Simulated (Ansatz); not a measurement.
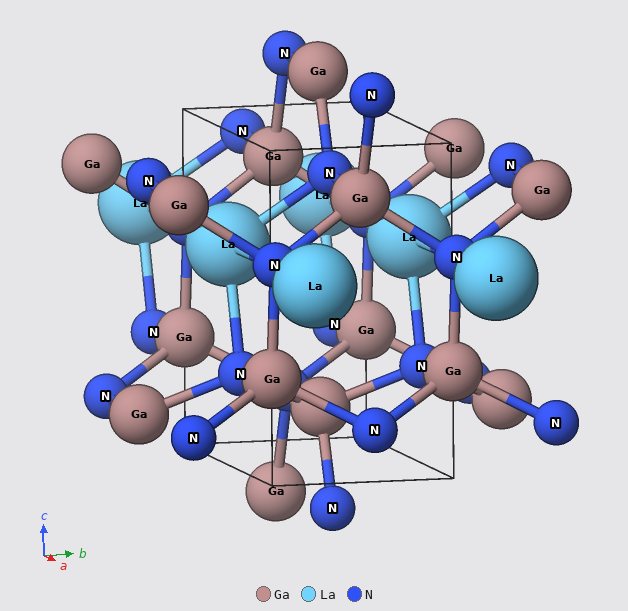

This ball-and-stick model is shown slightly off an axis. One conventional unit cell is framed, with atoms on its boundary repeated. The first bonded neighbours in the surrounding cells are also shown.

LaGa$_{3}$N$_{4}$, space group Pm (No. 6), a = 5.438 Å, b = 3.356 Å, c = 5.988 Å, α = 90.00°, β = 91.58°, γ = 90.00°. Provenance: a structure type filled with these elements by a generator (whether the compound takes this form wasn't checked). Earlier steps of the study, as a rule a relaxation of our own, may have changed the cell and positions, so they can lie some per cent off the listed ones. Ansatz was used for an electronic-structure calculation on it.

This one geometry was computed with Ansatz (DFT, plane waves, PAW) at five levels of theory: PBE, PBE with spin-orbit coupling, r2SCAN, PBE0 and HSE06. It was relaxed beforehand with r2SCAN.

**Which level gives the highest pressure at this volume, and what does that say about its equilibrium volume?**

Highest: PBE (3.9 GPa) and PBE with spin-orbit coupling (3.9 GPa), which points to the largest equilibrium volume. Lowest, with the smallest volume: PBE0 (-0.5 GPa) and HSE06 (-0.4 GPa). Levels within 0.5 GPa of each other can't be told apart.

**How does the band gap change with the level of theory?**

PBE: a gap of 0.39 eV, indirect; PBE with spin-orbit coupling: a gap of 0.39 eV, indirect; r2SCAN: a gap of 0.70 eV, indirect; HSE06: a gap of 1.49 eV, indirect; PBE0: a gap of 2.17 eV, indirect.

**Collect the results in a table.**

| level | cutoff (eV) | k-mesh of the run's cell | gap (eV) | pressure (GPa) |
| --- | --- | --- | --- | --- |
| PBE | 420 | 6×8×4 | 0.39 | 3.9 |
| PBE with spin-orbit coupling | 420 | 6×8×4 | 0.39 | 3.9 |
| r2SCAN | 500 | 6×8×4 | 0.70 | 0.0 |
| PBE0 | 420 | 4×4×4 | 2.17 | -0.5 |
| HSE06 | 420 | 4×4×4 | 1.49 | -0.4 |

Gaps are taken on the k-mesh or band path of each run.
